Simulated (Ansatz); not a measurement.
```yaml
atoms:
  - { symbol: Si, position_ang: [-1.4974, 0.5531, -1.5224] }
  - { symbol: Si, position_ang: [-0.4670, -0.0509, 0.4869] }
  - { symbol: Si, position_ang: [1.1022, 1.5762, 1.0817] }
  - { symbol: Si, position_ang: [0.6017, -2.1137, 0.2294] }
  - { symbol: H, position_ang: [-2.4979, -0.4692, -1.9323] }
  - { symbol: H, position_ang: [-2.1827, 1.8673, -1.3915] }
  - { symbol: H, position_ang: [-0.4639, 0.6602, -2.5876] }
  - { symbol: H, position_ang: [-1.4988, -0.1585, 1.5599] }
  - { symbol: H, position_ang: [2.1281, 1.6803, 0.0089] }
  - { symbol: H, position_ang: [1.7816, 1.2154, 2.3554] }
  - { symbol: H, position_ang: [0.4510, 2.9040, 1.2466] }
  - { symbol: H, position_ang: [1.2842, -2.5170, 1.4886] }
  - { symbol: H, position_ang: [1.6209, -2.0042, -0.8493] }
  - { symbol: H, position_ang: [-0.3748, -3.1721, -0.1454] }
```

Geometry: PBE0-D4/def2-TZVP.

Level of theory: RKS PBE0-D4/def2-TZVPP (Ansatz).

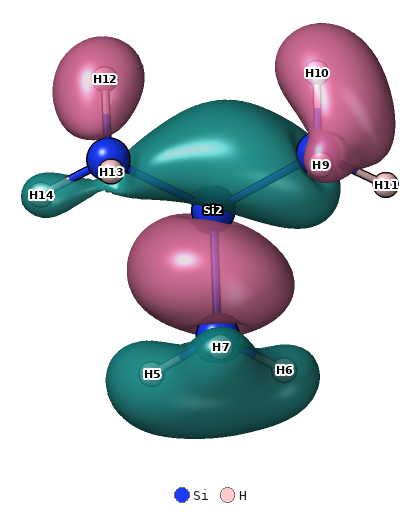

H$_{10}$Si$_{4}$. The HOMO at ±0.06 Å⁻³ᐟ² (teal and pink are the two phases), seen at a tilt.

Where does this orbital lie, and at what energy?

Answer. By Hirshfeld shares it lies mainly on Si2 (about 35 %), Si1 (about 25 %) and Si3 (about 15 %). It is one of a degenerate set, so its orientation is arbitrary. Its energy is −8.02 eV.
